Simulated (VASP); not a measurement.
Band structure of AgI (zinc blende). Computed with PBE GGA, VASP's PBE PAW potentials (set 64) (plane waves; VASP).

Unless said otherwise, spin-orbit coupling is left out, though it shifts the bands of the heavy elements here.

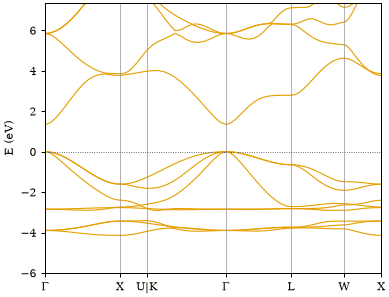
Figure: Bands along high-symmetry lines, zero at the valence-band maximum or, without a gap, the Fermi level

### Question
Read the plot: is there a gap, and where are the band edges?

### Answer
The gap is direct, 1.34 eV, from the valence maximum at Γ to the conduction minimum at Γ. (Edges off the drawn lines would not show.)

The compound is AgI in the zinc blende structure, whereas wurtzite is the usual form. It was relaxed first, which changed the volume by +5 %.
